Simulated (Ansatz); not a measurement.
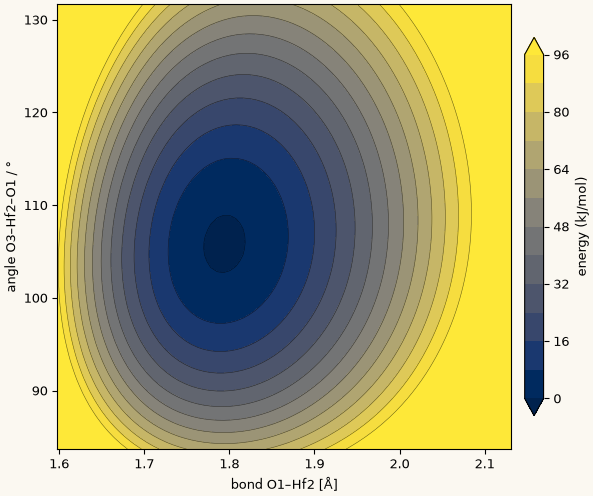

Energy landscape of HfO₂, SMILES [O]=[Hf]=[O]. Two internal coordinates are moved rigidly from the geometry relaxed at PBE0-D4/def2-TZVP, all others fixed. The first coordinate is: bond O1–Hf2; the second: angle O3–Hf2–O1. Grid: 7 × 7 points. Energies are in kJ/mol, from the lowest grid point. The calculation used RKS PBE-D4/def2-TZVPP (Ansatz).

Drawn: filled contours, one colour for all values above the top of the scale. Between grid points the surface is interpolated. 

Describe this landscape.

The lowest grid point is at bond O1–Hf2 = 1.815 Å, angle O3–Hf2–O1 = 107.7°. No other kind of well shows on this grid. The highest grid point, bond O1–Hf2 = 1.598 Å, angle O3–Hf2–O1 = 131.7°, lies 190 kJ/mol above the lowest. Round the minimum the two coordinates are weakly coupled (coupling −0.09 in units of the two stiffnesses).

The values on the grid:

```csv
"angle O3–Hf2–O1 ↓, bond O1–Hf2 →",1.598,1.650,1.726,1.815,1.913,2.019,2.131
131.7,190,132,82,62,71,103,152
123.7,148,93,47,31,44,81,134
115.7,117,64,22,9,27,67,123
107.7,100,49,9,0,20,63,120
99.7,99,50,12,4,26,70,128
91.7,118,70,33,26,47,91,148
83.7,163,115,77,69,88,129,183
```
